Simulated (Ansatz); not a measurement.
# GaH₄+ (singlet): inputs that go wrong at scale of all distances = 1.998

4 inputs are run for GaH₄+ (singlet) as typed; the log has to tell whether the result can be used and what must change.

Method: the settings change from run to run; program: Ansatz 0.2.0, Gaussian basis.

13 further runs of the same task are left out: 6 for a known fault of the program, 7 that didn't finish.

**1. The geometry**

The geometry derives from a PBE0/def2-TZVP stationary point (not a proven minimum). All distances are scaled together. No spin-orbit coupling is included. The filled d shell of Ga may be among the frozen orbitals whatever the setting's name suggests; the logs give the count.

5 atoms, charge 1, spin multiplicity 1.

Atoms are counted from 1 here; the program's logs count them from 0.

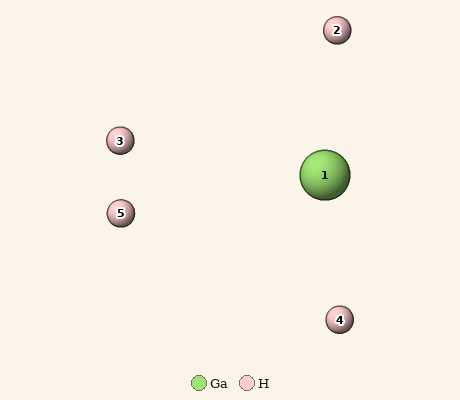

The geometry (gallium green, hydrogen pink); atoms are numbered from 1 in the order of the file.

**2. Input 1**

in.yaml

```yaml
crystal:
  periodic: [false, false, false]
  atoms:
    - {symbol: Ga, position_ang: [0.000000, 0.000000, -0.110277]}
    - {symbol: H, position_ang: [0.000000, 3.038305, -0.395433]}
    - {symbol: H, position_ang: [0.000000, 0.764279, 4.209567]}
    - {symbol: H, position_ang: [0.000000, -3.038305, -0.395433]}
    - {symbol: H, position_ang: [0.000000, -0.764279, 4.209567]}
basis:
  gaussian: {orbitals: cc-pVDZ, fitting: {mean_field: def2-universal-jkfit}}
total_charge: 1
magnetization: {spin_polarized: false}
hamiltonian: {xc: {name: B3LYP}}
correlation: {method: ccsd, electrons: outside_noble_gas, diis_vectors: 1}
scf: {lower_state_search: off}
nroots: 3
```

Run with:

```
$ ansatz run in.yaml --threads 1 --pin off --events-out ev --progress --plain --max-ram 2393MiB
```

Output:

```text
Error: YAML parse error: error: line 16 column 1: unknown field `nroots`, expected one of crystal, accuracy, basis, kpoints, hamiltonian, magnetization, projection, total_charge, correlation, batch, efield, external_charges, scf, relax, neb, saddle, md, ramp, phonons, dielectric, real_time, elastic, magnetic_configurations, gw, evaluate, workflow, output, checkpoint, execution
  --> <input>:16:1
   |
14 | correlation: {method: ccsd, electrons: outside_noble_gas, diis_ve…
15 | scf: {lower_state_search: off}
16 | nroots: 3
   | ^ unknown field `nroots`, expected one of crystal, accuracy, basis, kpoints, hamiltonian, magnetization, projection, total_charge, correlation, batch, efield, external_charges, scf, relax, neb, saddle, md, ramp, phonons, dielectric, real_time, elastic, magnetic_configurations, gw, evaluate, workflow, output, checkpoint, execution
```

Wall time 0.03 s (1 thread of Arm Neoverse V2, shared host).

Diagnosis: The run was refused. The input holds a key that the program doesn't read here. Fix: remove it or spell it as the reference does.

**3. Input 2**

in.yaml

```yaml
crystal:
  periodic: [false, false, false]
  atoms:
    - {symbol: Ga, position_ang: [0.000000, 0.000000, -0.110277]}
    - {symbol: H, position_ang: [0.000000, 3.038305, -0.395433]}
    - {symbol: H, position_ang: [0.000000, 0.764279, 4.209567]}
    - {symbol: H, position_ang: [0.000000, -3.038305, -0.395433]}
    - {symbol: H, position_ang: [0.000000, -0.764279, 4.209567]}
basis:
  gaussian: {orbitals: "6-31G*"}
total_charge: 1
correlation: {active_space: {window: {electrons: 2, orbitals: 2}, states: [{multiplicity: 1, weights: [-1, 1]}]}}
```

Same command.

Output:

```text
Error: set 0 asks for 2 states and needs as many positive weights; it has [-1.0, 1.0]
```

Run time: 0.03 s. Hardware: 1 thread of Arm Neoverse V2, shared host.

Diagnosis: The run was refused. The list of states asked for (weights, spin or count) can't be met. Cure: mend what the message names.

**4. Input 3**

in.yaml

```yaml
crystal:
  periodic: [false, false, false]
  atoms:
    - {symbol: Ga, position_ang: [0.000000, 0.000000, -0.110277]}
    - {symbol: H, position_ang: [0.000000, 3.038305, -0.395433]}
    - {symbol: H, position_ang: [0.000000, 0.764279, 4.209567]}
    - {symbol: H, position_ang: [0.000000, -3.038305, -0.395433]}
    - {symbol: H, position_ang: [0.000000, -0.764279, 4.209567]}
basis:
  gaussian: {orbitals: cc-pVDZ}
total_charge: 1
magnetization: {spin_polarized: true, initial_magnetization: 1}
correlation: {method: mp2, electrons: valence}
accuracy: high
```

Same command.

Output:

```text
Error: a molecule whose nuclei and cores have a total charge of 35 cannot have a net charge of 1 together with 1 unpaired electrons
```

Wall time 0.03 s (1 thread of Arm Neoverse V2, shared host).

Diagnosis: The run was refused. The number of unpaired electrons doesn't fit the electron count. Fix: make charge and initial_magnetization agree.

**5. Input 4**

in.yaml

```yaml
crystal:
  periodic: [false, false, false]
  atoms:
    - {symbol: Ga, position_ang: [0.000000, 0.000000, -0.110277]}
    - {symbol: H, position_ang: [0.000000, 3.038305, -0.395433]}
    - {symbol: H, position_ang: [0.000000, 0.764279, 4.209567]}
    - {symbol: H, position_ang: [0.000000, -3.038305, -0.395433]}
    - {symbol: H, position_ang: [0.000000, -0.764279, 4.209567]}
basis:
  gaussian: {orbitals: def2-SVP, point_charges: [{charge: 0.50, position_ang: [2.630, 1.000, -0.166]}]}
total_charge: 1
correlation: {method: sc_nevpt2, electrons: outside_noble_gas, active_space: {window: {electrons: 3, orbitals: 2}}}
```

Launched as before.

Output:

```text
Functional definition: HF
  name "HF"
  cite "Fock, Z. Phys. 61, 126 (1930) doi:10.1007/BF01340294"
  parent pbe
  exchange = exact_x
  correlation = 0
526 factors; integrals over basis functions are off by at most 7.5e-4 eV
mean field evaluation 1: about -52366.7480 eV, gradient 1.2e1 eV
mean field evaluation 2: about -52366.7529 eV, gradient 1.2e1 eV
mean field evaluation 4: about -52368.2575 eV, gradient 1.7e0 eV
mean field evaluation 8: about -52368.3330 eV, gradient 2.7e-3 eV
mean field -52368.33300128 eV, -1924.5007412662 hartree, gradient 2.8e-6 eV, S^2 0.000000; 0 other end points of the search recorded, 0 dependent functions left out; unrestricted orbitals would lower it
reference -52368.33300128 eV, -1924.5007412662 hartree; 17, 17 occupied and 35, 35 virtual orbitals, 526 factors
Error: 3 electrons in 2 orbitals form no window around the highest filled level of the reference
```

Run time: 0.24 s. Hardware: 1 thread of Arm Neoverse V2, shared host.

**Diagnosis.** The run stopped with an error. The active window can't be built from these electrons and orbitals. Fix: choose counts that fit the spin, the electrons and the basis.

**6. Summary**

| input | level | ended | cause | time |
| --- | --- | --- | --- | --- |
| 1 | CCSD/cc-pVDZ | refused | the input holds a key that the program doesn't read here | 0.03 s |
| 2 | CASSCF(2,2)/6-31G* | refused | the list of states asked for (weights, spin or count) can't be met | 0.03 s |
| 3 | MP2 on UHF/cc-pVDZ | refused | the number of unpaired electrons doesn't fit the electron count | 0.03 s |
| 4 | NEVPT2(3,2)/def2-SVP | stopped by an error | the active window can't be built from these electrons and orbitals | 0.24 s |

3 refused, 1 stopped by an error.
